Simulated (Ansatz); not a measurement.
**A computed series for CdTe: pressure series**

Take CdTe in the zinc blende structure (space group F-43m, No. 216; a = 6.4086 Å) as the base.

Cell and atoms are relaxed at each pressure.

All numbers come from LDA/PAW in Ansatz (a program for electronic structure), no spin-orbit coupling.

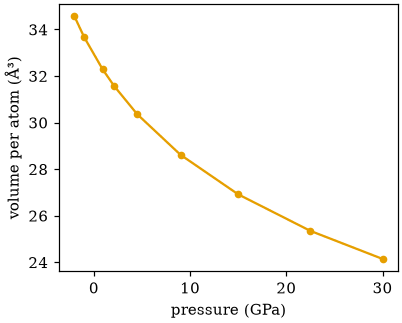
*Volume against pressure*

### Question
Estimate the zero-pressure bulk modulus from the plot.

### Answer
About 46 GPa; a third-order Birch–Murnaghan fit to the points gives V₀ = 32.90 Å³/atom, B₀ = 46 GPa and B₀′ = 4.7.

Measured bulk modulus of CdTe: 43.7 GPa (room temperature; as listed in Elmahjoubi et al., arXiv (2023)); the computed value is for a static lattice, so the two differ by thermal effects too.

Between the base and pressure 4.5 GPa the gap moves from 0.61 eV to 0.86 eV, a mean slope of 55 meV/GPa.

With Te present, leaving out spin-orbit coupling can change the band edges. Load acts through the strain it causes; cell and atoms are relaxed under it. Whether these cells are dynamically stable was not tested. Measured, CdTe leaves this structure (for cinnabar) near 3.53 GPa (temperature not stated; as listed in Datta, Sujoy, Jana, Debnarayan, arXiv (2020)), on rising pressure, with hysteresis.
